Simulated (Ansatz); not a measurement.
```xyz
7

B    -1.4684   -1.2992    1.4155
B    -0.4702   -0.2243    0.6162
Ga   -1.3369    1.5654    1.0278
O    -2.2279   -2.0296    2.0147
H     0.6462   -0.1029    1.0913
H    -0.5196   -0.2786   -0.6008
H    -2.0159    2.9712    1.3498
```

Geometry: B3LYP-D3(BJ)/def2-SVP.

All numbers below come from isolated molecule in a Gaussian basis; Kohn-Sham density functional theory, functional PBE0 (Ansatz 0.2.0).

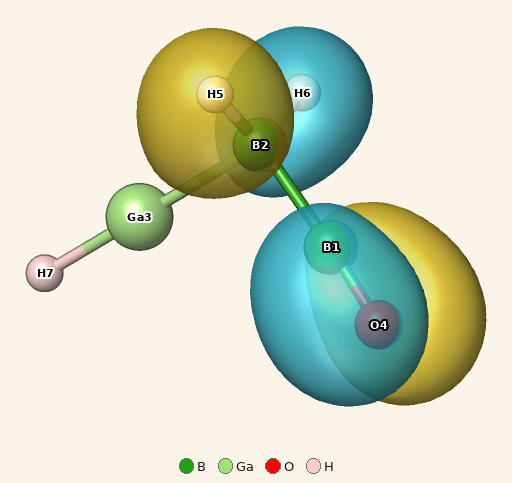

B₂GaH₃O. The HOMO−1 at ±0.08 Å⁻³ᐟ² (yellow and cyan are the two phases), seen at a tilt.

Describe this orbital and give its energy.

Answer. By Hirshfeld shares it lies mainly on O4 (about 55 %), B1 (about 15 %), B2 (about 10 %), H5 (about 5 %) and H6 (about 5 %). Its energy is −8.94 eV.
